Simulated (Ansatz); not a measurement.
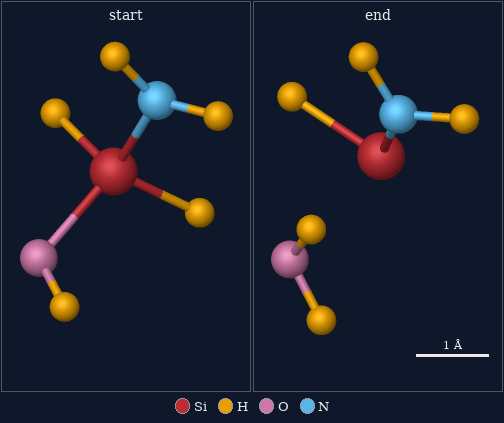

The two relaxed end points of a path for SiNH₅O. Style: ball-and-stick. Shown from a free direction.

Level of theory: RKS PBE0-D4/def2-SVP (Ansatz).

Run with 7 movable images; climbing image; force threshold 0.05 eV/Å; iteration limit 60.

Start:
```xyz
8

Si    0.1365   -0.0764    0.1563
H    -0.1223   -0.0819    1.6288
O     1.7798   -0.1369   -0.1407
H     2.2596   -0.8669    0.2609
H    -0.2744    1.1920   -0.4977
N    -0.8104   -1.3712   -0.4624
H    -0.9954   -2.2059    0.0797
H    -0.9251   -1.5344   -1.4555
```

End:
```xyz
8

Si   -0.6949    0.2150    0.2659
H     1.5419   -0.2198    1.5657
O     1.4172   -0.0577    0.6211
H     1.2715   -0.9425    0.2186
H    -0.3097    0.9969   -0.9913
N    -0.5806   -1.3914   -0.5060
H    -1.0846   -2.1697   -0.0922
H    -0.5127   -1.5123   -1.5125
```

Q: Predict the minimum-energy path and its barrier.

A: Forward barrier 73.4 kcal/mol, backward barrier 24.5 kcal/mol, with image 4 at the top; the reaction energy is +48.9 kcal/mol. A hydrogen atom shifts from one atom to another. Breaking: Si1–H2 (1.50 → 1.61 at the top → 2.62 Å). Forming: H2–O3 (2.60 → 1.31 at the top → 0.97 Å). The band is converged. At the top, the vibrational analysis gives one imaginary mode (1446i cm⁻¹), as a transition state must have.

Energies of the converged images:

```json
{"image": "0", "path (Å)": "0.00", "E (kcal/mol)": "0.0"}
{"image": "1", "path (Å)": "0.36", "E (kcal/mol)": "3.3"}
{"image": "2", "path (Å)": "0.73", "E (kcal/mol)": "19.5"}
{"image": "3", "path (Å)": "1.09", "E (kcal/mol)": "52.2"}
{"image": "4", "path (Å)": "1.45", "E (kcal/mol)": "73.4"}
{"image": "5", "path (Å)": "1.84", "E (kcal/mol)": "58.1"}
{"image": "6", "path (Å)": "2.23", "E (kcal/mol)": "51.4"}
{"image": "7", "path (Å)": "2.61", "E (kcal/mol)": "49.4"}
{"image": "8", "path (Å)": "3.00", "E (kcal/mol)": "48.9"}
```

The geometry at the top of the path:

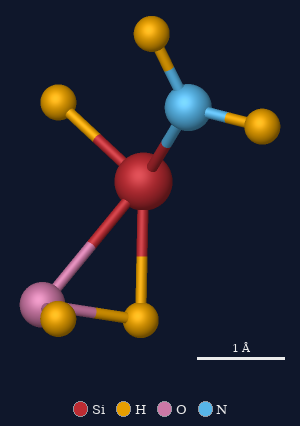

Cost: 69 s on 1 thread of Intel(R) Xeon(R) 6975P-C (Granite Rapids), on a shared host, peak memory 0.14 GiB.
